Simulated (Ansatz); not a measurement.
**AlH$_{2}$N···NH$_{3}$: density, localisation and related maps**

The calculation's input:

```
crystal:
  periodic: [false, false, false]
  atoms:
    - { symbol: Al, position_ang: [0.0, 0.0, 0.0] }
    - { symbol: H, position_ang: [1.0441, 0.0, 1.4169] }
    - { symbol: "N", position_ang: [2.084, 0.0, 0.3891] }
    - { symbol: H, position_ang: [2.5506, -0.9179, 0.1373] }
    - { symbol: H, position_ang: [2.5353, 0.9179, 0.1109] }
    - { symbol: "N", position_ang: [-1.6627, 0.0, -0.96] }
    - { symbol: H, position_ang: [-2.3316, -0.8164, -0.8614] }
    - { symbol: H, position_ang: [-1.9118, 0.8164, -1.5886] }
basis:
  gaussian: { orbitals: def2-SVP }
hamiltonian:
  xc: pbe
  dispersion: d4
relax:
  f_tol: 0.15
  max_steps: 25
  restrain:
    - { distance: [1, 2], at: 1.06, k: 30.0 }
    - { distance: [0, 1], at: 2.76, k: 30.0 }
    - { distance: [0, 2], at: 3.12, k: 30.0 }
output:
  orbitals: {}
```

Launched as:

```sh
ansatz run input.yaml --threads 1 --pin off --max-ram 2048MiB --backend cpu --events-out ev --progress --plain --runs-dir out
```

The fields are those of the run's last geometry, not of the input's.

Not at a stationary point (largest force 0.6 eV/Å).

These are results of Ansatz 0.2.0, RKS PBE-D4/def2-SVP, not measurements.

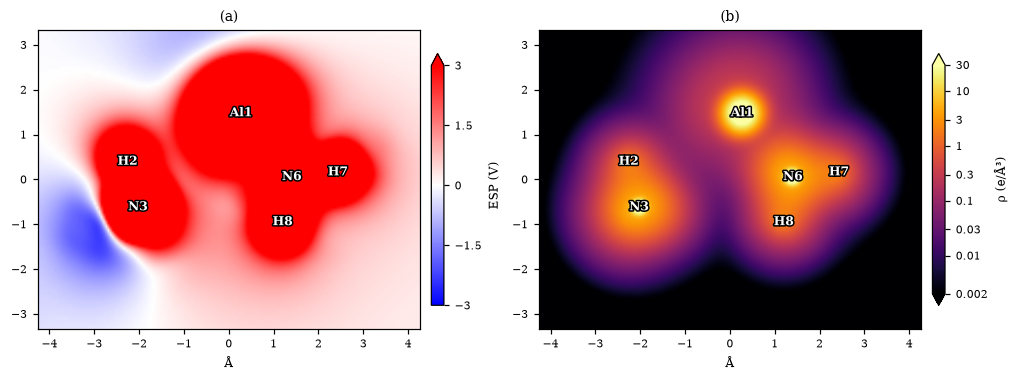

Figure 1. (a) molecular electrostatic potential; (b) total electron density on the plane of atoms Al1, N6 and H8.

What do the fields say about this system?

- The section cuts through Al, H and N sites.
- Al1···N3 (3.12 Å): the density falls to about 0.08 e/Å³ on the way.
- Al–N (1.82 Å): ρ is about 0.75 e/Å³ halfway.
- N–H (1.03 Å): the density is about 2.7 e/Å³ at the midpoint.
- Outside the dense part of the complex the potential is most negative (−2.3 V) near N3.

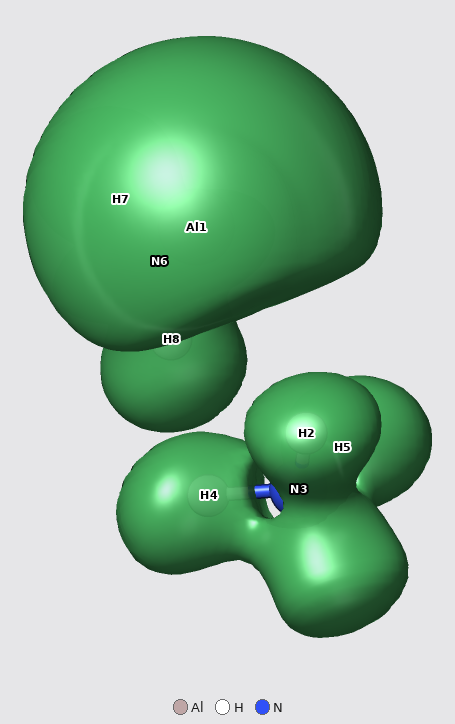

Figure 2. Isosurface of the ELF at 0.75 (green), seen at an oblique angle. Only the valence region is drawn (cores and ρ < 0.01 e/Å³ removed).

Describe the localisation domains.

At this value the surface marks out one lobe on Al, pointing away from the bonds (lone pairs) and two joined regions spread over several atoms (H, N), in which their bonds and any lone pairs are merged. Along the contacts the grid gives the following. Al1···N3 (3.12 Å): the ELF is about 0.15 at the midpoint. Al–N (1.82 Å): the ELF peaks at about 0.90 in the valence shell of N, 0.6 Å from its nucleus, and is about 0.60 at the midpoint.

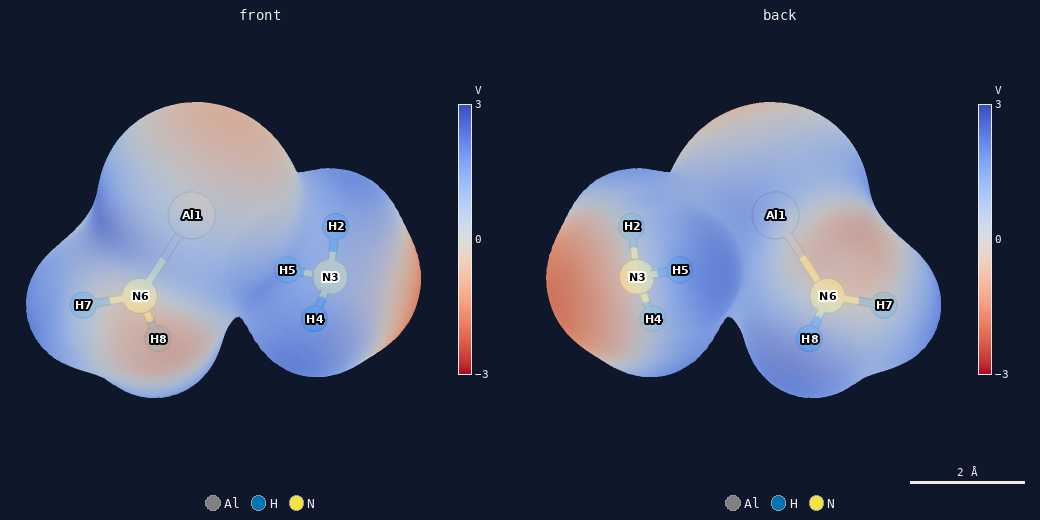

Figure 3. The molecular electrostatic potential painted on the density surface at 0.004 e/bohr³, seen from the front and from behind; red is negative and blue positive.

Which sites attract a positive test charge, and which a negative one?

A positive charge is drawn to the negative regions and a negative charge to the positive ones. The most negative region (about −1.8 V) lies over N3, the most positive (about +2.1 V) over Al1, H4, H5 and H8. N3 is the likeliest acceptor of a hydrogen bond.
